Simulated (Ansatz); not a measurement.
Fields on a plane of Cu3Au (Cu3Au type)

```yaml
crystal:
  lattice:
    - [3.78050, 0.00000, 0.00000]
    - [0.00000, 3.78050, 0.00000]
    - [0.00000, 0.00000, 3.78050]
  atoms:
    - { symbol: Cu, position: [0.00000, 0.50000, 0.50000] }
    - { symbol: Cu, position: [0.50000, 0.50000, 0.00000] }
    - { symbol: Cu, position: [0.50000, 0.00000, 0.50000] }
    - { symbol: Au, position: [0.00000, 0.00000, 0.00000] }
```

The slice is a {210} plane (indices of the conventional cell) through the point (0.500, 0.500, 0.000) (fractional), spanned by u = [100] and v = [021] in vectors of this cell: u (3.78 Å) and v (8.45 Å, at 90° to u). It covers one period; positions are fractions (u, v).

Atoms on it: Cu at (0.50, 0.50); Cu at (0.00, 0.00). Other atoms lie within 1 Å of the plane.

The numbers are results of PBE (plane waves to 420 eV, PAW, scalar-relativistic; Ansatz, a program for electronic structure), not measurements. k mesh 12×12×12. These are valence fields of a PAW run, semicore shells included where kept as valence: close to a nucleus they are smooth pseudo fields. Cu3Au is run without spin polarisation. Cu3Au was relaxed with its symmetry unable to fall. Spin-orbit coupling is left out, though Au is heavy.

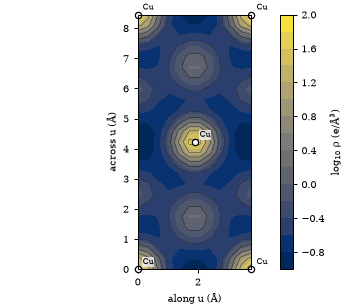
Figure: Log₁₀ of the valence density in e/Å³, one period of the plane, atoms marked. The scale is logarithmic, as a density can span decades between atoms and voids.

```tsv
v \ u	0.00	0.18	0.36	0.55	0.73	0.91
0.88	0.15	0.22	0.28	0.31	0.27	0.16
0.75	0.15	0.19	0.31	0.37	0.27	0.15
0.62	0.16	0.21	0.18	0.16	0.23	0.16
0.50	0.21	0.17	0.34	x	0.17	0.21
0.38	0.16	0.21	0.18	0.16	0.23	0.16
0.25	0.15	0.19	0.31	0.37	0.27	0.15
0.12	0.15	0.22	0.28	0.31	0.27	0.16
0.00	x	0.22	0.19	0.18	0.14	x
```

Values: electron localisation function (ELF). Points within 0.5 Å of a nucleus are blanked (x), as the pseudised field means little there.
